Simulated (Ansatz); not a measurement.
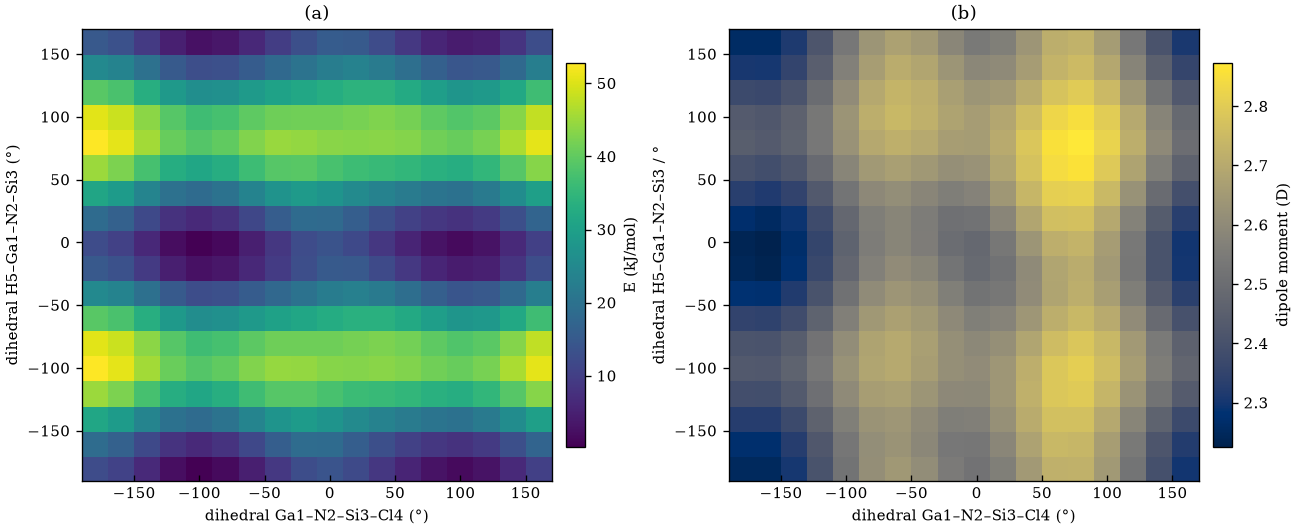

ClGaH₅NSi, SMILES Cl[SiH2][NH][GaH2]. First axis: dihedral Ga1–N2–Si3–Cl4. Second axis: dihedral H5–Ga1–N2–Si3. Nothing is relaxed (all other coordinates rigid). Grid: 18 × 18 points. Points are written as (first, second). Energies: kJ/mol, counted from the relaxed molecule at the same level. The calculation used Ansatz 0.2.0, RHF/def2-SVP.

Panel (a) is the energy; panel (b) is the computed dipole moment, in D.

The picture shows one coloured cell a grid point.

**How does the dipole moment vary over the map, and what is it at the lowest grid point?**

Leaving out the highest fifth of the energies, it runs from 2.23 D at (−160°, 0°) to 2.86 D at (80°, 60°). At the lowest grid point, (−100°, 0°), it is 2.46 D.

| dihedral H5–Ga1–N2–Si3 ↓, dihedral Ga1–N2–Si3–Cl4 → | −180 | −140 | −100 | −60 | −20 | 20 | 60 | 100 | 140 |
| --- | --- | --- | --- | --- | --- | --- | --- | --- | --- |
| 160 | 2.26 | 2.31 | 2.53 | 2.67 | 2.59 | 2.56 | 2.71 | 2.66 | 2.41 |
| 120 | 2.37 | 2.41 | 2.60 | 2.73 | 2.67 | 2.65 | 2.78 | 2.75 | 2.52 |
| 80 | 2.44 | 2.46 | 2.63 | 2.72 | 2.66 | 2.70 | 2.86 | 2.82 | 2.60 |
| 40 | 2.33 | 2.35 | 2.52 | 2.61 | 2.56 | 2.64 | 2.81 | 2.74 | 2.49 |
| 0 | 2.24 | 2.27 | 2.46 | 2.58 | 2.50 | 2.53 | 2.72 | 2.66 | 2.40 |
| −40 | 2.28 | 2.32 | 2.51 | 2.64 | 2.56 | 2.53 | 2.68 | 2.66 | 2.43 |
| −80 | 2.41 | 2.44 | 2.61 | 2.70 | 2.62 | 2.62 | 2.76 | 2.74 | 2.54 |
| −120 | 2.39 | 2.43 | 2.60 | 2.67 | 2.59 | 2.64 | 2.79 | 2.74 | 2.52 |
| −160 | 2.27 | 2.32 | 2.53 | 2.63 | 2.54 | 2.59 | 2.74 | 2.66 | 2.41 |

The table holds every second grid line.
